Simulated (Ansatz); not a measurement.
# BF₂HS (SMILES FB(F)S): functionals against CCSD(T) at one geometry

The atoms stand at a structure displaced at random from a GFN2-xTB minimum. How far do the functionals agree with CCSD(T) there?

Program: Ansatz 0.2.0, Gaussian basis. Level of theory: single points in def2-TZVPP. These are calculated values, not measurements.

Cores are frozen in the correlated methods.

## Step 1: The system as given

SMILES `FB(F)S`, 5 atoms, charge 0, spin multiplicity 1.

Atoms are counted from 1 here; the program's logs count them from 0.

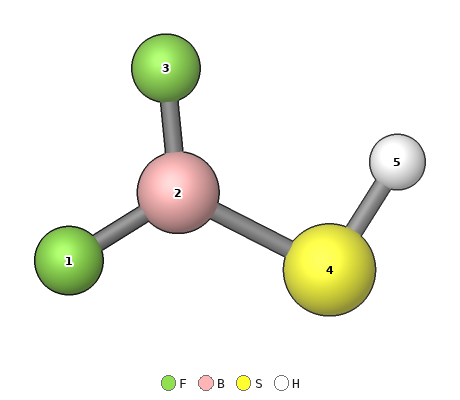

Start geometry, drawn with fluorine green, boron pink, sulfur yellow, hydrogen white; atoms are numbered from 1 in the order of the file.

Geometry (Å):

```xyz
5

F     0.51610   -1.78260    0.14720
B     0.06660   -0.49990    0.21160
F    -0.57690   -0.16750    1.30900
S     0.32510    0.65270   -1.14580
H    -0.28890    1.68900   -0.55230
```

## Step 2: CCSD(T)/def2-TZVPP

Input file run/in.yaml:

```yaml
crystal:
  periodic: [false, false, false]
  atoms:
    - {symbol: F, position_ang: [0.516100, -1.782600, 0.147200]}
    - {symbol: B, position_ang: [0.066600, -0.499900, 0.211600]}
    - {symbol: F, position_ang: [-0.576900, -0.167500, 1.309000]}
    - {symbol: S, position_ang: [0.325100, 0.652700, -1.145800]}
    - {symbol: H, position_ang: [-0.288900, 1.689000, -0.552300]}
basis:
  gaussian: {orbitals: def2-TZVPP}
correlation: {method: ccsd_t}
output: {forces: true}
```

The command line of these runs was not kept.

## Step 3: PBE0-D4/def2-TZVPP

run/in.yaml: that of step 2 with these lines changed.

```diff
@@ -10,3 +10,3 @@
   gaussian: {orbitals: def2-TZVPP}
-correlation: {method: ccsd_t}
-output: {forces: true}
+hamiltonian: {xc: pbe0, dispersion: d4}
+output: {forces: true, orbitals: {seedname: orbitals}}
```

## Step 4: wB97M-V/def2-TZVPP

run/in.yaml: that of step 3 with these lines changed.

```diff
@@ -10,3 +10,3 @@
   gaussian: {orbitals: def2-TZVPP}
-hamiltonian: {xc: pbe0, dispersion: d4}
-output: {forces: true, orbitals: {seedname: orbitals}}
+hamiltonian: {xc: {name: wB97M-V}}
+output: {forces: true}
```

## Step 5: r2SCAN-D4/def2-TZVPP

run/in.yaml: that of step 4 with these lines changed.

```diff
@@ -10,3 +10,3 @@
   gaussian: {orbitals: def2-TZVPP}
-hamiltonian: {xc: {name: wB97M-V}}
+hamiltonian: {xc: r2scan, dispersion: d4}
 output: {forces: true}
```

## Step 6: PBE-D4/def2-TZVPP

run/in.yaml: that of step 5 with these lines changed.

```diff
@@ -10,3 +10,3 @@
   gaussian: {orbitals: def2-TZVPP}
-hamiltonian: {xc: r2scan, dispersion: d4}
+hamiltonian: {xc: pbe, dispersion: d4}
 output: {forces: true}
```

## Step 7: LC-wPBE/def2-TZVPP

run/in.yaml: that of step 6 with these lines changed.

```diff
@@ -10,3 +10,3 @@
   gaussian: {orbitals: def2-TZVPP}
-hamiltonian: {xc: pbe, dispersion: d4}
+hamiltonian: {xc: {name: LC-wPBE}}
 output: {forces: true}
```

## Step 8: BHLYP-D4/def2-TZVPP

run/in.yaml: that of step 7 with these lines changed.

```diff
@@ -10,3 +10,3 @@
   gaussian: {orbitals: def2-TZVPP}
-hamiltonian: {xc: {name: LC-wPBE}}
+hamiltonian: {xc: {name: BHLYP}, dispersion: d4}
 output: {forces: true}
```

(Steps that only read results are left out.)

**Question.** What will these runs give? Wanted: energy less free atoms, CCSD(T)/def2-TZVPP; RMS force component; RMS force error; HOMO and LUMO, PBE0-D4; T1 diagnostic.

**Answer**, as computed:

```
                                  quantity                                                                                            value
energy less free atoms, CCSD(T)/def2-TZVPP                                                                                   -2002.0 kJ/mol
                       RMS force component                                                             0.498 to 0.733 eV/Å over the methods
                           RMS force error  PBE0-D4 0.088, wB97M-V 0.049, r2SCAN-D4 0.061, PBE-D4 0.259, LC-wPBE 0.112, BHLYP-D4 0.282 eV/Å
                    HOMO and LUMO, PBE0-D4                                                                               -8.54 and -0.01 eV
                             T1 diagnostic                                                                                            0.013
```

In words: Against CCSD(T) the functionals' energies less atoms differ by -120.6 to +33.4 kJ/mol, PBE-D4 by -120.6 kJ/mol. The reference is not at the basis limit: in triple zeta CCSD(T) underbinds, which counts against methods that bind more; the gaps are no ranking. For forces wB97M-V does best and BHLYP-D4 worst. Frozen-core CCSD(T) forces in triple zeta carry basis errors of their own, and this is one geometry, so small gaps rank nothing.
